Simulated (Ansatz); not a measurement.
```xyz
13
charge 0, multiplicity 1
C    -1.4011    1.2777   -0.7063
B    -0.2924    0.2768   -0.2311
C     0.0421   -0.2060    1.2732
Ge    1.4413   -1.2756    0.4223
N     0.6458   -0.4118   -1.0272
H    -1.2703    2.2516   -0.2224
H    -2.3919    0.9249   -0.4001
H    -1.4176    1.4364   -1.7875
H    -0.7411   -0.7756    1.7763
H     0.3953    0.5690    1.9556
H     1.3092   -2.8119    0.3669
H     2.9248   -0.8997    0.6199
H     0.7760   -0.3906   -2.0248
```

What structure does this define?

It has 13 atoms: 2 carbon, 8 hydrogen, 1 boron, 1 germanium and 1 nitrogen (C2H8BGeN). The point group is Cs. Coordination, clear cases only: 1 C tetrahedral; 1 B see-saw.

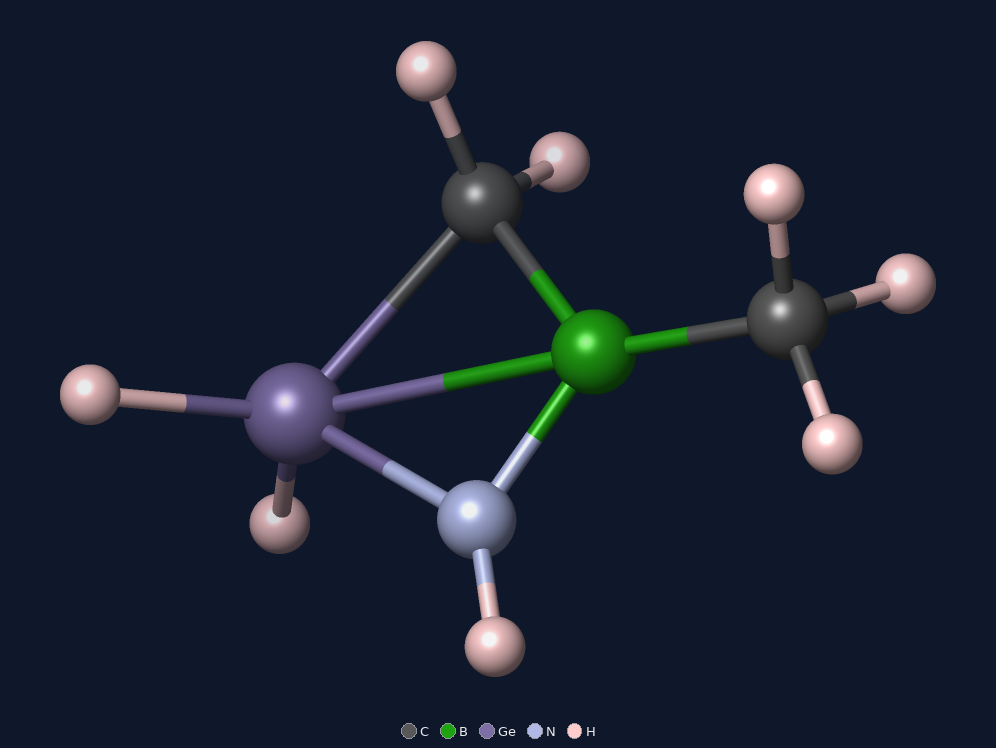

Source: calculation with Ansatz.
